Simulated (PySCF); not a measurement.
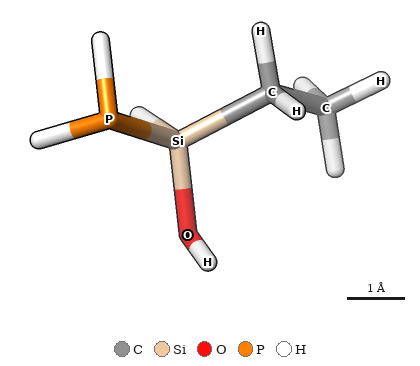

**Figure 1.** The structure as given in the input (stick view, seen at a tilt).

## NMR shielding calculation, with input and output: C₂H₉OPSi

System: C₂H₉OPSi.
Method: GIAO PBE0/6-31G* NMR shielding, non-relativistic, gas phase (PySCF 2.14.0).

The geometry comes from this level: PBE0-D3(BJ)/def2-SVP. Figures and captions count atoms from 1; the log counts them from 0 in places.

## Output
```
coarse grid: 12088 points
cycle   1  E = -787.2164939875  dE =  2.091e-01  |g| = 7.288e-01  |ddm| = 3.152e+00
cycle   2  E = -787.0786290613  dE =  1.379e-01  |g| = 1.105e+00  |ddm| = 1.702e+00
cycle   3  E = -787.3247660938  dE = -2.461e-01  |g| = 1.030e-01  |ddm| = 1.167e+00
cycle   4  E = -787.3270783801  dE = -2.312e-03  |g| = 3.705e-02  |ddm| = 1.365e-01
cycle   5  E = -787.3274261490  dE = -3.478e-04  |g| = 7.278e-03  |ddm| = 4.090e-02
cycle   6  E = -787.3274411822  dE = -1.503e-05  |g| = 1.562e-03  |ddm| = 1.125e-02
cycle   7  E = -787.3274419685  dE = -7.863e-07  |g| = 3.041e-04  |ddm| = 2.691e-03
final grid: 105824 points
cycle   8  E = -787.2669560208  dE = -1.383e-05  |g| = 7.199e-03  |ddm| = 1.898e-02
cycle   9  E = -787.2669473980  dE =  8.623e-06  |g| = 9.486e-03  |ddm| = 1.602e-02
cycle  10  E = -787.2669695462  dE = -2.215e-05  |g| = 8.048e-04  |ddm| = 8.939e-03
cycle  11  E = -787.2669696865  dE = -1.402e-07  |g| = 1.385e-04  |ddm| = 8.202e-04
cycle  12  E = -787.2669696903  dE = -3.847e-09  |g| = 3.901e-05  |ddm| = 1.704e-04
cycle  13  E = -787.2669696907  dE = -3.602e-10  |g| = 1.207e-05  |ddm| = 5.472e-05
```

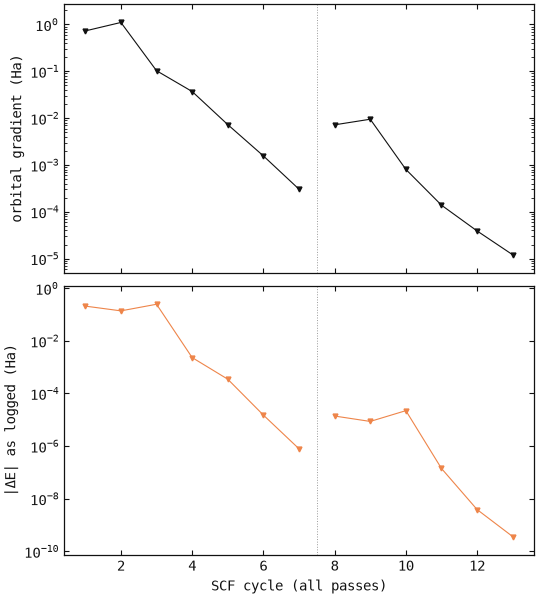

**Figure 2.** Convergence of the self-consistent field: orbital gradient and size of the energy change against the SCF cycle. The dotted line marks the change from a coarse to the final integration grid. The first 7 cycles use a coarse grid, the final grid takes over at cycle 8, and the field converges after 13 cycles in all.

```
converged SCF energy = -787.2669696907

GIAO shielding tensors (ppm)
atom      isotropic    diamagn.    paramagn.     s11        s22        s33       span
  0 C      184.479     245.616     -61.137    176.024    182.729    194.685     18.661
  1 C      179.933     249.609     -69.677    168.741    180.727    190.330     21.589
  2 Si     385.535     880.099    -494.565    347.173    388.784    420.648     73.475
  3 O      306.226     390.348     -84.121    277.486    299.466    341.728     64.243
  4 P      606.484     967.342    -360.858    550.787    603.211    665.455    114.669
  5 H       30.918      29.436       1.482     26.472     29.114     37.166     10.694
  6 H       30.760      28.896       1.863     25.667     28.598     38.014     12.347
  7 H       30.658      29.508       1.150     25.768     30.111     36.095     10.327
  8 H       31.551      31.017       0.534     26.390     31.495     36.770     10.380
  9 H       31.227      31.137       0.090     26.570     31.253     35.858      9.288
 10 H       26.165      30.118      -3.953     23.362     24.450     30.682      7.320
 11 H       31.854      29.164       2.689     24.582     27.696     43.283     18.701
 12 H       30.681      30.300       0.382     25.610     28.528     37.906     12.297
 13 H       30.123      29.178       0.944     25.375     27.172     37.821     12.446
```

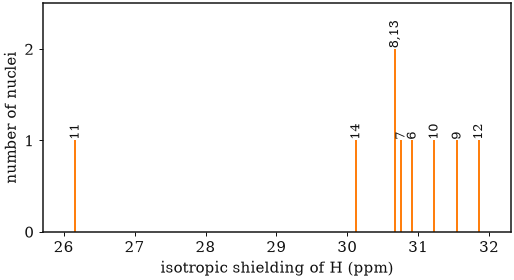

**Figure 3.** Isotropic shieldings of the hydrogen nuclei in this fixed geometry, labelled by atom number; shielding grows to the right, so chemical shift grows to the left. The least shielded is H11 (26.2 ppm), the most shielded H12 (31.9 ppm).

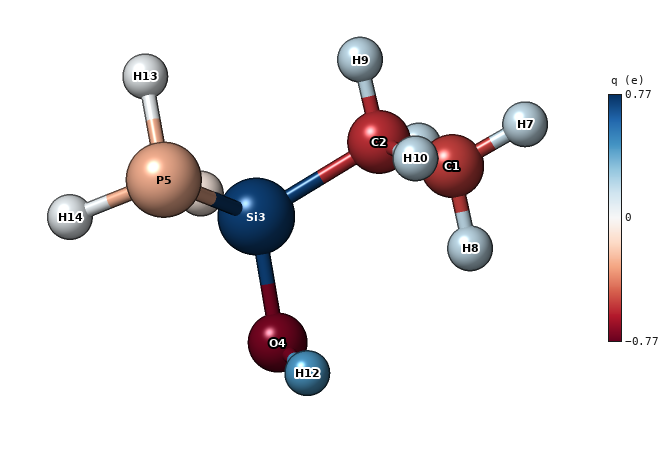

**Figure 4.** Mulliken charges, as the colour of each atom (ball-and-stick view, seen at a tilt; atoms are numbered from 1 in the order of the input). By element: C −0.56 to −0.53, Si +0.72, O −0.73, P −0.28 and H −0.08 to +0.44 e.

This output came from the following input.

## The input
```
{"job": {"kind": "nmr", "xc": "PBE0", "basis": "6-31G*", "pop": true}, "charge": 0, "multiplicity": 1}
C     -1.989563     0.027699     0.239744
C     -0.623936     0.705042     0.149595
Si     0.808703    -0.505444     0.266502
O      0.699308    -1.708197    -0.889834
P      2.731541     0.659428    -0.046566
H     -2.124997    -0.475859     1.209936
H     -2.814504     0.747736     0.123047
H     -2.102057    -0.741463    -0.540004
H     -0.503246     1.461773     0.945492
H     -0.523874     1.258370    -0.801586
H      0.769067    -1.238714     1.564227
H      0.797852    -1.431001    -1.805437
H      2.604649     1.365230     1.189828
H      3.563141    -0.360601     0.506616
```

The first line tells a small driver script what to run in PySCF; the rest is the geometry in Å.

Launch command:
```bash
OMP_NUM_THREADS=1 python <driver script> task.json out
```

## Key numbers

- outcome: converged
- total energy: −787.266970 hartree
- HOMO: −7.19 eV
- LUMO: 0.59 eV
- dipole moment: 1.20 D
- isotropic shielding, C: 179.9 to 184.5 ppm
- isotropic shielding, Si: 385.5 ppm
- isotropic shielding, O: 306.2 ppm
- isotropic shielding, P: 606.5 ppm
- isotropic shielding, H: 26.2 to 31.9 ppm
- hardware: 1 CPU thread, shared host
- wall time: 17 s
- peak memory: 0.55 GiB
